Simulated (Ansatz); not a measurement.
## CH5NO: single-point calculation

CH5NO, SMILES N.C=O, computed with RHF-CCSD(T), frozen core/def2-TZVPPD (Ansatz 0.2.0).

The geometry: rigid move from PBE0-D4/def2-TZVP.

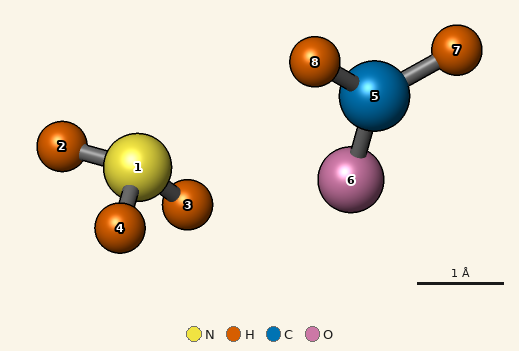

**Figure 1.** The input geometry (ball-and-stick view, seen at a tilt; atoms are numbered from 1 in the order of the input). Bond lengths as drawn: C–H 1.11 Å, C–O 1.20 Å and H–N 1.01 to 1.02 Å.

### The input
```yaml
crystal:
  periodic: [false, false, false]
  atoms:
    - {symbol: N, position_ang: [0.149921, -0.028562, -1.532080]}
    - {symbol: H, position_ang: [0.224358, -0.872030, -2.086995]}
    - {symbol: H, position_ang: [-0.637714, -0.150223, -0.902666]}
    - {symbol: H, position_ang: [-0.085553, 0.723608, -2.167409]}
    - {symbol: C, position_ang: [0.091376, 0.076511, 1.514930]}
    - {symbol: O, position_ang: [-1.042378, -0.153306, 1.195833]}
    - {symbol: H, position_ang: [0.380544, 0.167764, 2.580888]}
    - {symbol: H, position_ang: [0.885945, 0.204920, 0.757344]}
basis:
  gaussian: {orbitals: "def2-TZVPPD.json"}
correlation: {method: ccsd_t}
```

Run as:
```bash
ansatz run in.yaml --threads 2 --pin off --events-out ev --progress --plain --max-ram 5222MiB
```

### Output
```
Functional definition: HF
  name "HF"
  cite "Fock, Z. Phys. 61, 126 (1930) doi:10.1007/BF01340294"
  parent pbe
  exchange = exact_x
  correlation = 0
1152 factors; integrals over basis functions are off by at most 9.2e-4 eV
mean field evaluation 1: about -4626.2066 eV, gradient 4.3e1 eV
mean field evaluation 2: about -4626.2079 eV, gradient 4.3e1 eV
mean field evaluation 4: about -4629.7430 eV, gradient 3.9e0 eV
mean field evaluation 8: about -4629.7912 eV, gradient 1.7e-1 eV
mean field evaluation 16: about -4629.7804 eV, gradient 1.9e0 eV
mean field -4629.79134532 eV, -170.1416937553 hartree, gradient 1.2e-6 eV, S^2 0.000000; 0 other end points of the search recorded, 0 dependent functions left out
3 core orbitals not correlated: weight in the atoms' cores, before any rotation towards them, 1.000 or more for the frozen orbitals, at most 0.000 for the correlated occupied ones
reference -4629.79134532 eV, -170.1416937553 hartree; 10, 10 occupied and 186, 186 virtual orbitals, 1152 factors
second order -17.28592239 eV of doubles, -0.00000000 eV of singles
cycle   1  -17.34689289 eV  change   -6.1e-2 eV  update   9.3e-2
cycle   2  -17.77496310 eV  change   -4.3e-1 eV  update   2.9e-2
cycle   3  -17.89396923 eV  change   -1.2e-1 eV  update   1.5e-2
cycle   4  -17.88259745 eV  change    1.1e-2 eV  update   3.9e-3
cycle   5  -17.88244234 eV  change    1.6e-4 eV  update   1.7e-3
cycle   6  -17.88307132 eV  change   -6.3e-4 eV  update   5.3e-4
cycle   7  -17.88282709 eV  change    2.4e-4 eV  update   2.0e-4
cycle   8  -17.88278694 eV  change    4.0e-5 eV  update   6.6e-5
cycle   9  -17.88280444 eV  change   -1.7e-5 eV  update   2.3e-5
```

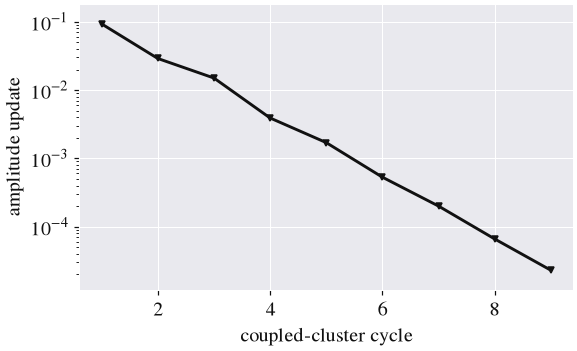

**Figure 2.** Convergence of the coupled-cluster equations: amplitude update against the coupled-cluster cycle. The residual falls at every step.

```
perturbative correction -0.68389183 eV, -0.0251325611 hartree
Total energy: -4648.35804159 eV, -170.8240072580 hartree
```

### Summary

```csv
quantity,value
outcome,converged
total energy,−4648.3580 eV
mean-field energy,−4629.7913 eV
CCSD correlation,−17.8828 eV
(T) correction,−0.6839 eV
T1 diagnostic,0.013
SCF solution under orbital rotations,stable
hardware,"2 threads of Arm Neoverse V1, 23 GiB of memory available, shared host"
wall time,47 s (CPU time 93 s)
peak memory,2.5 GiB
```
